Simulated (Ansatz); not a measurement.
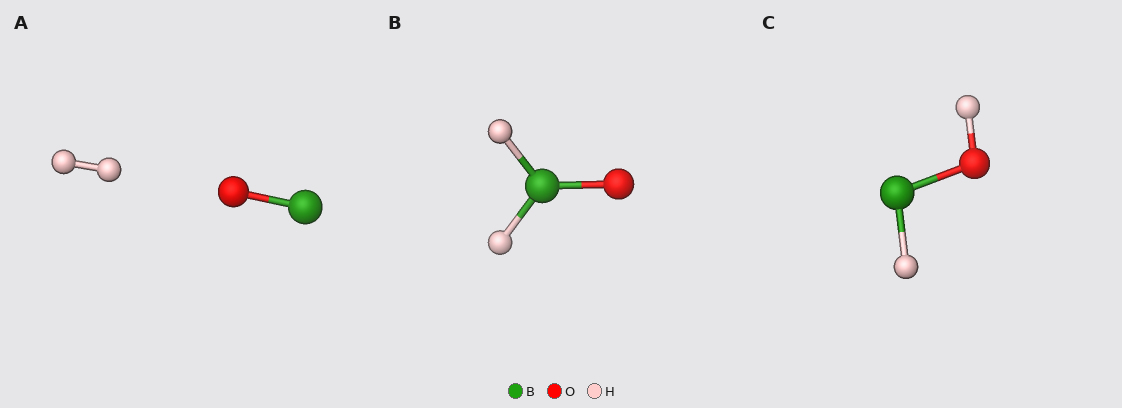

3 stationary structures of one formula. State: charge −1, singlet. Geometries: PBE-D4/def2-SVPD. Electronic energies: PBE-D4/def2-SVPD (Ansatz 0.2.0), without zero-point energy. No frequency run is at hand to confirm each as a minimum.

> Which structure is the most stable?

B is lowest (C2v); A lies 1.007 eV above it (C∞v), C lies 2.582 eV above it (Cs).
